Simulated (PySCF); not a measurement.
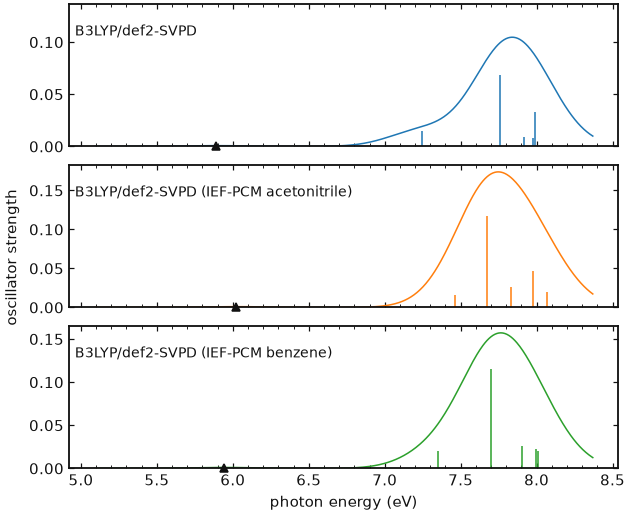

Vertical TDDFT spectra of C₆H₁₂O₂, SMILES CCCCC(=O)OC at one geometry and several levels (PySCF, at a PBE0-D3(BJ)/def2-SVP geometry (no frequency check)); sticks with Gaussians of 1/e half-width 0.30 eV, the triangle marks S1, which has the same leading orbital pair at all these levels. Only the lowest states were computed, so the high end is incomplete.

Question: How far does S1 move with the level of theory?

Answer: From lowest to highest: B3LYP/def2-SVPD 5.89 eV, B3LYP/def2-SVPD (IEF-PCM benzene) 5.94 eV, B3LYP/def2-SVPD (IEF-PCM acetonitrile) 6.02 eV; a spread of 0.13 eV.

Caveats, for all or some of the runs: core orbitals are frozen in the response; one conformer of a flexible molecule; states above the negative HOMO energy depend on the basis.
